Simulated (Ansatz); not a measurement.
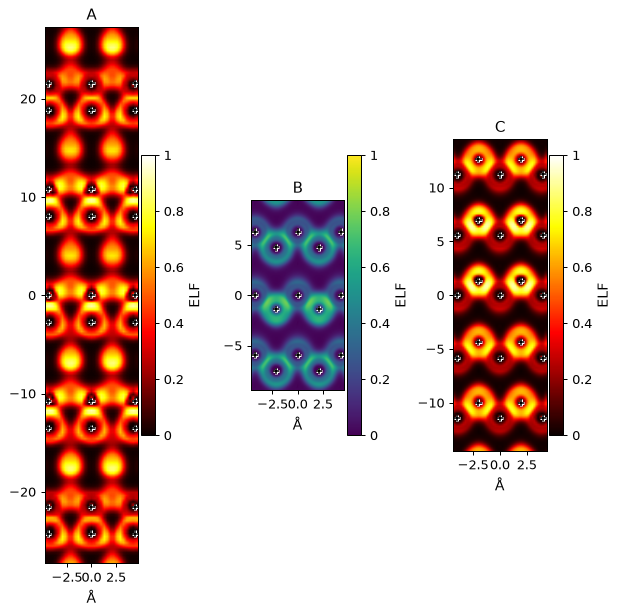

The ELF of 3 systems, each on a plane through atoms (crosses mark nuclei in the plane).

Method: DFT PBE, scalar-relativistic, plane waves, PAW in Ansatz 0.2.0.

System 1: Ga3Sb2As, the (010) plane of the conventional cell. Space group I-4m2; a structure generated by program, which may or may not match a known phase.

System 2: Al3Ga2Sb5, the (010) plane of the conventional cell. Space group R3m; a structure generated by program, which may or may not match a known phase.

```
Al Ga Sb
1.0
     4.39949    0.00000    0.00000
    -2.19974    3.81007    0.00000
     0.00000    0.00000   53.86463
Al Ga Sb
9 6 15
Direct
  0.00000 0.00000 0.05007
  0.66667 0.33333 0.38341
  0.33333 0.66667 0.71674
  0.66667 0.33333 0.18330
  0.33333 0.66667 0.51664
  0.00000 0.00000 0.84997
  0.00000 0.00000 0.25012
  0.66667 0.33333 0.58345
  0.33333 0.66667 0.91678
  0.33333 0.66667 0.11661
  0.00000 0.00000 0.44994
  0.66667 0.33333 0.78327
  0.33333 0.66667 0.31665
  0.00000 0.00000 0.64999
  0.66667 0.33333 0.98332
  0.00000 0.00000 0.99999
  0.66667 0.33333 0.33333
  0.33333 0.66667 0.66666
  0.33333 0.66667 0.06664
  0.00000 0.00000 0.39997
  0.66667 0.33333 0.73331
  0.66667 0.33333 0.13326
  0.33333 0.66667 0.46659
  0.00000 0.00000 0.79993
  0.00000 0.00000 0.19999
  0.66667 0.33333 0.53332
  0.33333 0.66667 0.86666
  0.33333 0.66667 0.26669
  0.00000 0.00000 0.60003
  0.66667 0.33333 0.93336
```

System 3: Ga5As3P2, the (100) plane of the conventional cell. Space group I-4m2; a structure generated by program, which may or may not match a known phase.

```
Ga P As
1.0
     3.99126    0.00000    0.00000
     0.00000    3.99126    0.00000
     0.00000    0.00000   28.27396
Ga P As
10 4 6
Direct
  0.50000 0.50000 0.10296
  0.00000 0.00000 0.60296
  0.00000 0.00000 0.00000
  0.50000 0.50000 0.50000
  0.00000 0.00000 0.39704
  0.50000 0.50000 0.89704
  0.50000 0.50000 0.30141
  0.00000 0.00000 0.80141
  0.00000 0.00000 0.19859
  0.50000 0.50000 0.69859
  0.50000 0.00000 0.34923
  0.00000 0.50000 0.84923
  0.50000 0.00000 0.15077
  0.00000 0.50000 0.65077
  0.00000 0.50000 0.44855
  0.50000 0.00000 0.94855
  0.00000 0.50000 0.25000
  0.50000 0.00000 0.75000
  0.00000 0.50000 0.05145
  0.50000 0.00000 0.55145
```

Q: Match each panel to its system.

A: Panel A is system 2, Al3Ga2Sb5: the plane holds Al, Ga and Sb. Ga–Sb (2.69 Å): the ELF peaks at about 0.70 between the atoms. Panel B is system 1, Ga3Sb2As: the plane holds Ga, Sb and As. Ga–As (2.55 Å): the ELF peaks at about 0.80 between the atoms. Panel C is system 3, Ga5As3P2: the plane holds Ga, P and As. Ga–P (2.41 Å): the ELF peaks at about 0.90 in the valence shell of P, 0.9 Å from its nucleus, and is about 0.75 at the midpoint.
